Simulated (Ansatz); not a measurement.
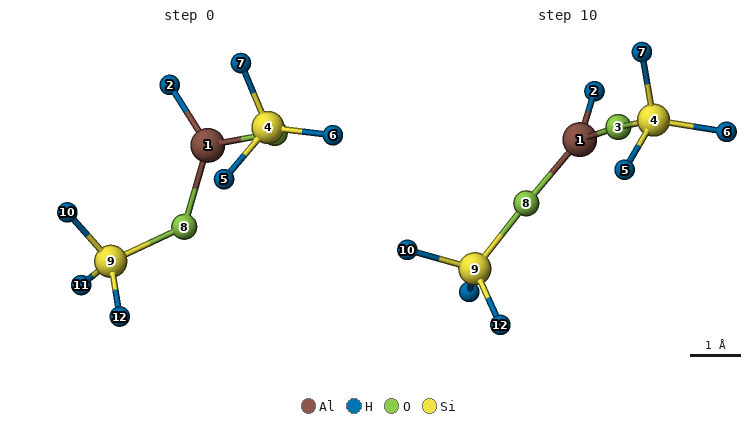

The structure of AlSi2H7O2 before (left) and after (right) a relaxation, at one scale.

A ball-and-stick model, seen from a free direction.

The run prepares the start of a later molecular dynamics calculation, from a guessed geometry.

The calculation used RKS PBE0/6-31G in Ansatz 0.2.0. Set-up: no spin polarisation; force threshold 0.02 eV/Å; at most 40 steps.

Describe what moved and what it gained.

H2 moves most after the best rigid fit: 1.14 Å. By element the largest moves are H 1.14 Å, O 0.91 Å, Si 0.36 Å, Al 0.17 Å. Near-neighbour distances that change, for instance: Al1–O3 1.780 → 1.702 Å, Si4–H5 1.460 → 1.507 Å, Si4–H6 1.460 → 1.505 Å, Al1–H2 1.560 → 1.588 Å. Bond angles that change, for instance: Al1–O3–Si4 125.0° → 175.3°. Over 10 geometry steps the energy falls by 95.0 kJ/mol. Largest force component: 2 eV/Å at the start, 0.02 eV/Å at the end.

Limits of the set-up: the basis has no polarisation functions, which atoms past neon need.
